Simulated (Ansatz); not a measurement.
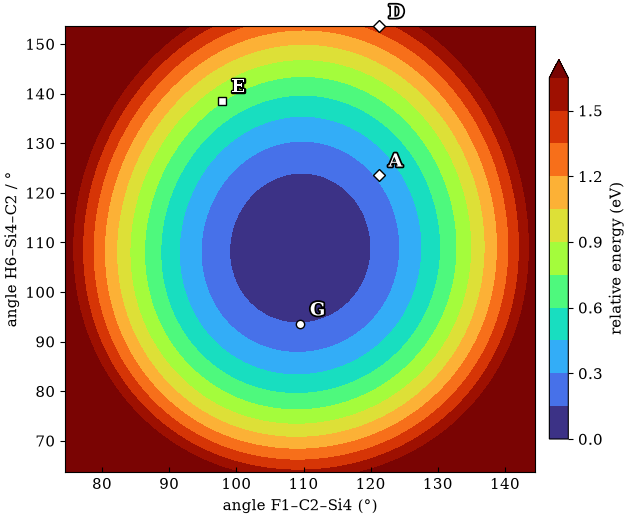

CH4F2Si, SMILES FC(F)[SiH3]. First axis: angle F1–C2–Si4. Second axis: angle H6–Si4–C2. Nothing is relaxed (all other coordinates rigid). Grid: 7 × 7 points. All energies are given in eV relative to the lowest grid point. Computed with Ansatz, RKS PBE0-D4/def2-SVP.

The picture shows filled contours, one colour for all values above the top of the scale, lettered points. Between grid points the surface is interpolated.

Q: Is A the lowest point of the computed grid?

A: No. A lies 0.32 eV above the lowest grid point, which is at angle F1–C2–Si4 = 109.5°, angle H6–Si4–C2 = 108.6°.

Q: What kind of point is each of A, E: minimum, saddle, maximum or slope?

A: A: on a slope; E: on a slope. (In these two coordinates alone; a stationary point may lie a little off the grid point.)

Q: Rank the lettered points by energy, lowest first.

A: G (0.15 eV), A (0.32 eV), E (0.76 eV), D (1.42 eV).
